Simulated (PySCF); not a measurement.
Consider C₂H₁₀NO₂Si₂ (doublet).

```xyz
17

C    -0.7869   -1.6211    0.2470
N    -1.0280   -0.2687    0.2609
C    -2.3783    0.1190    0.5973
Si    0.0680    0.8691   -0.4401
O    -0.4317    2.3190    0.0944
O     1.5794    0.5974    0.0759
Si    2.7689   -0.3949    0.5494
H    -1.4676   -2.2618    0.7733
H     0.2179   -1.9416    0.0604
H    -2.6699   -0.3312    1.5486
H    -3.0827   -0.2112   -0.1713
H    -2.4290    1.2000    0.6794
H     0.1308    0.8527   -1.8984
H     0.2207    2.9952    0.2515
H     2.9405   -1.4353   -0.4645
H     2.4155   -0.9695    1.8463
H     3.9255    0.4949    0.6295
```

Geometry: GFN2-xTB.

Computed with UKS B3LYP, pcH-1 on C H N O Si, non-relativistic, mean-field spin-orbit, GIAO in PySCF.

**What can the converged electron density, electron localisation function and spin density tell about the bonding?**

C–N (1.37 Å): ρ is about 1.7 e/Å³ halfway; the ELF peaks at about 0.90 between the atoms (localised, covalent bonding).
C–N (1.44 Å): the density is about 1.5 e/Å³ at the midpoint; the ELF peaks at about 0.85 between the atoms; localised, covalent bonding.
C–H (1.07 Å): ρ at the midpoint is about 1.6 e/Å³; the ELF climbs to about 1 towards the hydrogen, as it does in any bond to H; an ordinary covalent bond to hydrogen.
The unpaired spin (1 electron) lies mostly on C1 (about 0.6) and N2 (about 0.2), in electrons by Hirshfeld's partition.

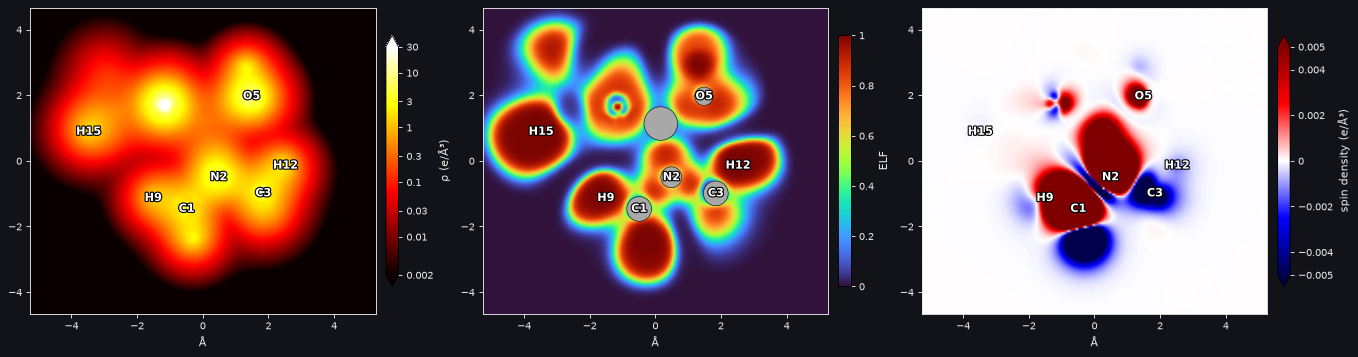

Computed electron density, electron localisation function and spin density on the plane of atoms N2, C1 and H9, in this order. Grey discs cover the atomic cores in the ELF map. 
